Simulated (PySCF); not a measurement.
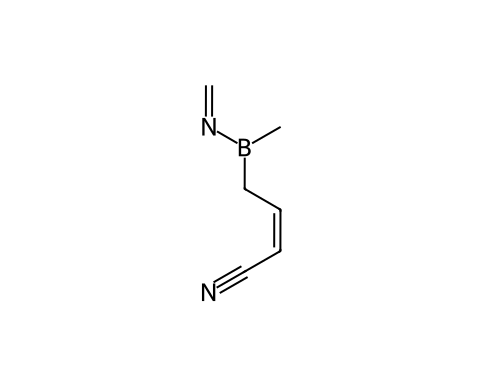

2D structure.

Question: Write the SMILES.

Answer: C=NB(C)C/C=C\C#N

Question: What is the molecular formula?

Answer: C6H9BN2.

Question: An optimisation with GFN2-xTB gave a structure of which point group?

Answer: C1. Other conformers may differ.

More results for the same structure follow; atom numbers are the same in all pictures, views and colours differ. The computed structure is the end point of a GFN2-xTB optimisation. No frequency run is at hand to confirm it as a minimum.

**Geometry**

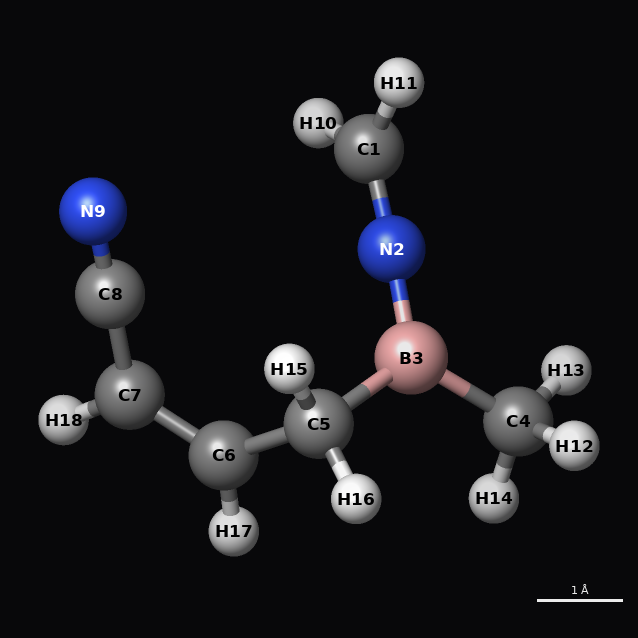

Atoms carry their numbers in the input. No frequency run is at hand to confirm it as a minimum.

Question: How are the neighbours of atom 1 arranged?

Answer: C1 has 3 neighbours (N2 at 1.24, H10 at 1.09, H11 at 1.09 Å); the arrangement is trigonal planar.

Question: How are the neighbours of atom 4 arranged?

Answer: C4 has 4 neighbours (B3 at 1.59, H12 at 1.09, H13 at 1.09, H14 at 1.09 Å); the arrangement is tetrahedral.

Question: What is the geometry at B3?

Answer: B3 has 3 neighbours (N2 at 1.34, C4 at 1.59, C5 at 1.63 Å); the arrangement is trigonal planar.

Question: What is the geometry at N2?

Answer: N2 has 2 neighbours (C1 at 1.24, B3 at 1.34 Å); the arrangement is linear.

Question: What is the dihedral angle N2–B3–C5–C6?

Answer: 80° in size, that is about perpendicular.

**Charges**

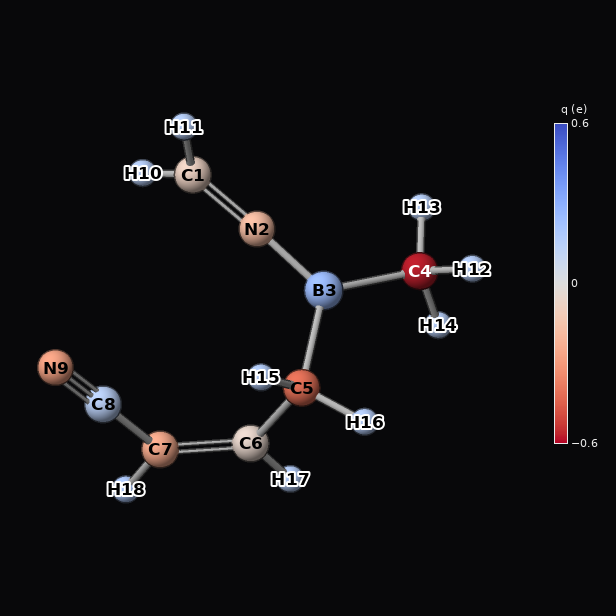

Atoms are coloured by their IAO charges. No frequency run is at hand to confirm it as a minimum. Level of theory: PBE0/pcSseg-1, gas phase (PySCF 2.14.0).

Question: Which atom carries the highest charge (most positive or least negative)?

Answer: B3 (0.24 e).

Question: And the lowest?

Answer: C4 (−0.57 e).

Give the IAO charges atom by atom.

| atom | value (e) |
| --- | --- |
| C1 | −0.08 |
| N2 | −0.18 |
| B3 | 0.24 |
| C4 | −0.57 |
| C5 | −0.41 |
| C6 | −0.05 |
| C7 | −0.24 |
| C8 | 0.14 |
| N9 | −0.27 |
| H10 | 0.15 |
| H11 | 0.15 |
| H12 | 0.16 |
| H13 | 0.15 |
| H14 | 0.15 |
| H15 | 0.16 |
| H16 | 0.16 |
| H17 | 0.16 |
| H18 | 0.18 |

**NMR shielding**

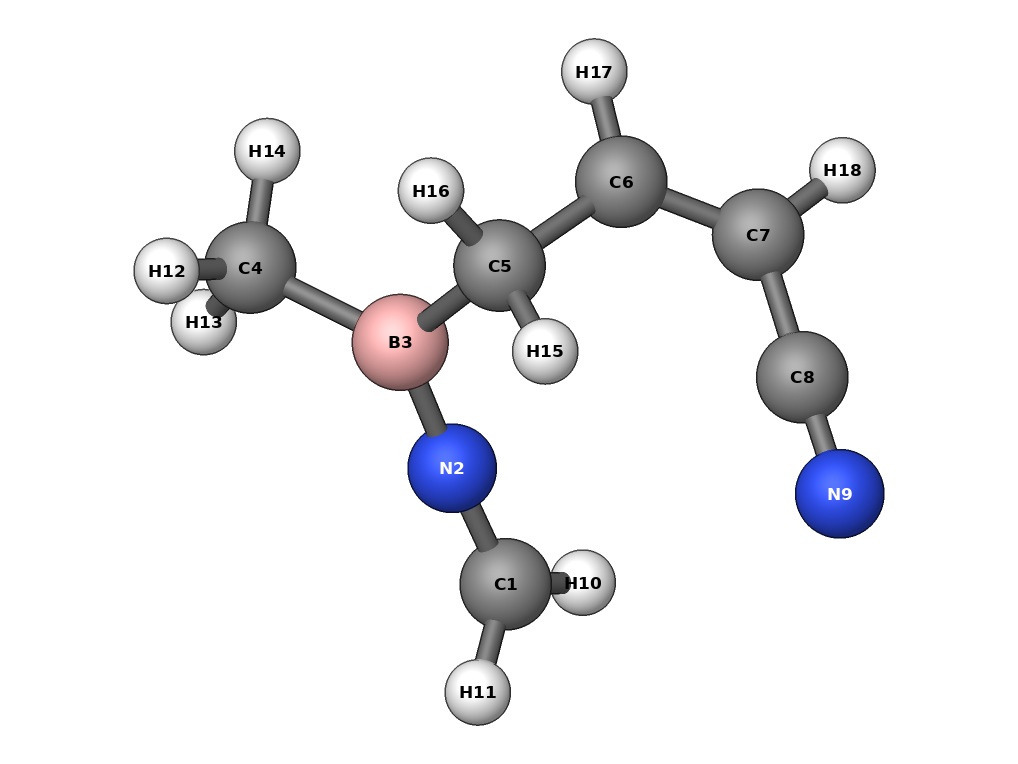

No frequency run is at hand to confirm it as a minimum. Method: GIAO PBE0/pcSseg-1 NMR shielding, non-relativistic, gas phase (PySCF 2.14.0). Principal shieldings σ11 ≤ σ22 ≤ σ33, span Ω = σ33 − σ11, skew κ = 3(σiso − σ22)/Ω.

Give the shielding tensors of the B atoms.

| atom | σ11 | σ22 | σ33 | σiso | Ω | κ |
| --- | --- | --- | --- | --- | --- | --- |
| B3 | 44.7 | 64.4 | 117.4 | 75.5 | 72.7 | 0.46 |

Shieldings and span in ppm.

**Electronic properties**

No frequency run is at hand to confirm it as a minimum. Level of theory: PBE0/pcSseg-1, gas phase (PySCF 2.14.0).

Computed properties:

- dipole moment: 3.15 D
- HOMO energy (Kohn–Sham orbital): −7.29 eV
- LUMO energy (Kohn–Sham orbital): −1.38 eV
- HOMO–LUMO gap: 5.91 eV

The geometry is semi-empirical. Around B such bond lengths and angles can be off by a tenth of an ångström or more and by several degrees, and values that hang on the shape move with them.
